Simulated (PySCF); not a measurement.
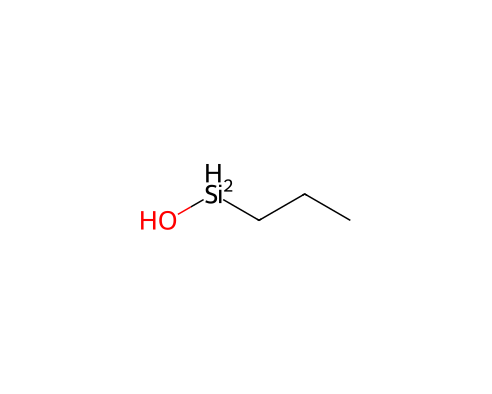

A structural formula.

**Transcribe the drawing into SMILES.**

CCC[SiH2]O

**What is the molecular formula?**

C3H10OSi.

**An optimisation with PBE0-D3(BJ)/def2-SVP gave a structure of which point group?**

C1. Other conformers may differ.

The parts below concern this one geometry. Atoms keep their numbers from picture to picture. The computed structure is the end point of a PBE0-D3(BJ)/def2-SVP optimisation. No frequency run is at hand to confirm it as a minimum.

### Geometry

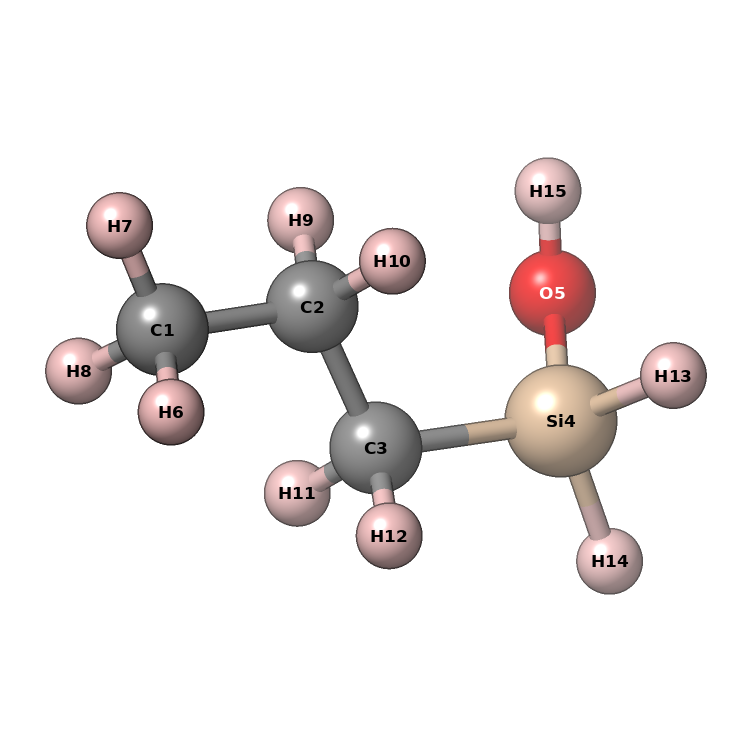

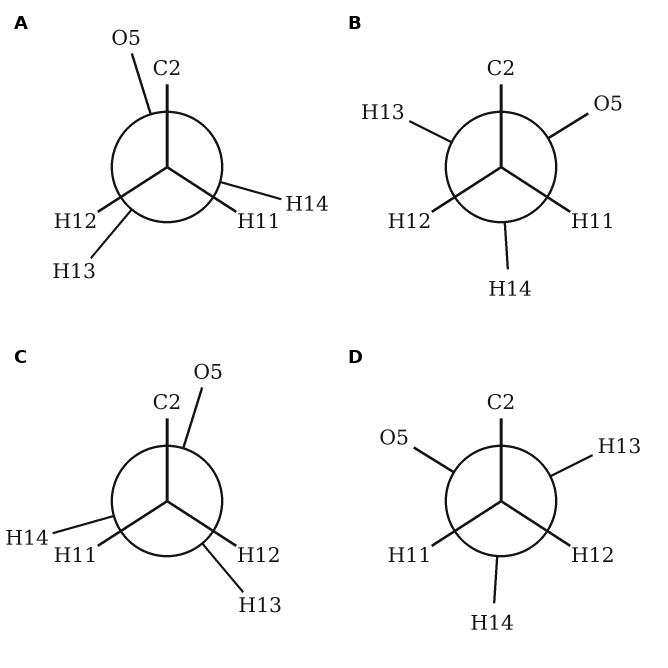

Atoms fade into the background with distance from the viewer. Bonds that would overlap in a projection are set slightly apart. No frequency run is at hand to confirm it as a minimum.

**Which Newman projection shows the view along C3–Si4, with C3 in front?**

D. The torsion angle C2–C3–Si4–O5 is −59°, synclinal (gauche).

### NMR shielding

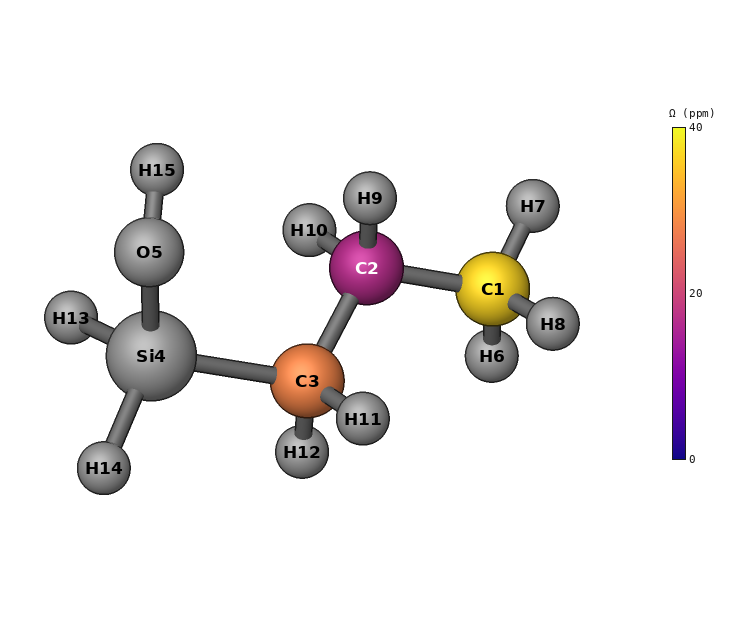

The C atoms are coloured by the span of their shielding tensor. No frequency run is at hand to confirm it as a minimum. Level of theory: GIAO BP86/pcSseg-1 NMR shielding, non-relativistic, gas phase (PySCF 2.14.0). Principal shieldings σ11 ≤ σ22 ≤ σ33, span Ω = σ33 − σ11, skew κ = 3(σiso − σ22)/Ω.

**Which C atom has the most anisotropic shielding?**

C1, with a span of 37 ppm.

Give the shielding tensors of the C atoms.

```tsv
atom	σ11	σ22	σ33	σiso	Ω	κ
C1	144.5	151.2	181.1	158.9	36.6	0.63
C2	148.6	160.1	165.4	158.0	16.8	−0.37
C3	142.2	157.0	170.3	156.5	28.2	−0.05
```

Shieldings and span in ppm.

### Levels of theory compared

No frequency run is at hand to confirm it as a minimum. Program: PySCF 2.14.0.

Tabulate HOMO–LUMO gap (eV) at these levels: B3LYP/pcSseg-1; B97-D/pcSseg-1; BLYP/pcSseg-1; BP86/pcSseg-1; KT2/pcSseg-1; KT3/pcSseg-1; LDA/pcSseg-1; OPBE/pcSseg-1; PBE/pcSseg-1.

| level | HOMO–LUMO gap (eV) |
| --- | --- |
| B3LYP/pcSseg-1 | 8.23 |
| B97-D/pcSseg-1 | 6.60 |
| BLYP/pcSseg-1 | 6.36 |
| BP86/pcSseg-1 | 6.54 |
| KT2/pcSseg-1 | 6.37 |
| KT3/pcSseg-1 | 6.46 |
| LDA/pcSseg-1 | 6.29 |
| OPBE/pcSseg-1 | 6.66 |
| PBE/pcSseg-1 | 6.41 |

### Dipole moment

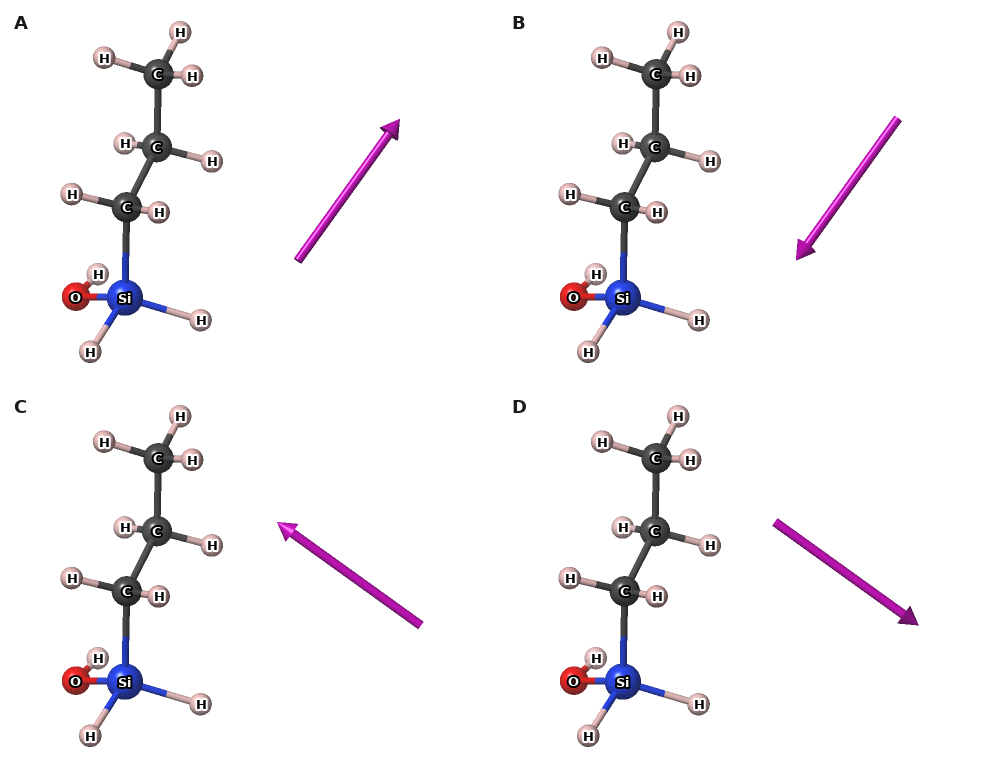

The same molecule four times, each with an arrow. No frequency run is at hand to confirm it as a minimum. Properties computed with BP86/pcSseg-1, gas phase (PySCF 2.14.0).

**Which arrow points along the dipole moment, from the negative to the positive end?**

A. The dipole moment is 1.70 D.
